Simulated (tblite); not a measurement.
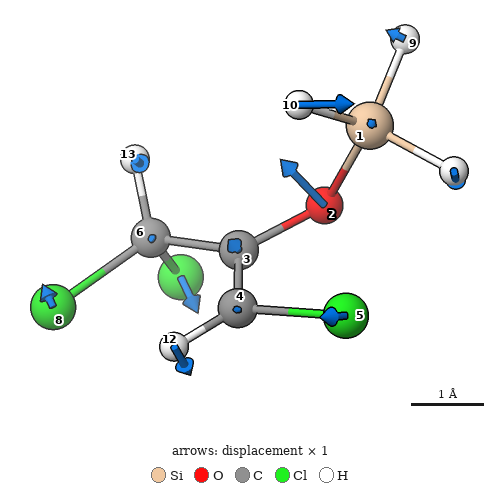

This is a relaxation of C3H5Cl3OSi. The starting structure is drawn; blue arrows show the displacements, at their true length. The two geometries are superimposed by the best rigid fit.

The picture is a ball-and-stick view, seen from a free direction.

The calculation used GFN2-xTB geometry optimisation, gas phase (tblite). 

> Describe the change and its energy.

Over 88 geometry steps the energy falls by 18.3 kcal/mol. The largest move after the best rigid fit is that of the O atom, 1.02 Å. Largest moves by element: O 1.02 Å, H 0.91 Å, Cl 0.63 Å, C 0.30 Å, Si 0.14 Å. Near-neighbour distances that change, for instance: Cl–Si 2.858 → 3.152 Å, O–Si 1.745 → 1.647 Å, C–O 1.369 → 1.330 Å, C–Cl 1.742 → 1.709 Å. Among the angles between lasting bonds that change: Si–O–C 118.4° → 135.9°, O–Si–H 108.7° → 96.4°, O–C–C 115.5° → 127.5°. Groups turn about C–O by about 70°, O–Si by about 55°, C–C by about 45°. Cost: 1.5 s on 1 thread of Arm Neoverse N1, on a shared host.
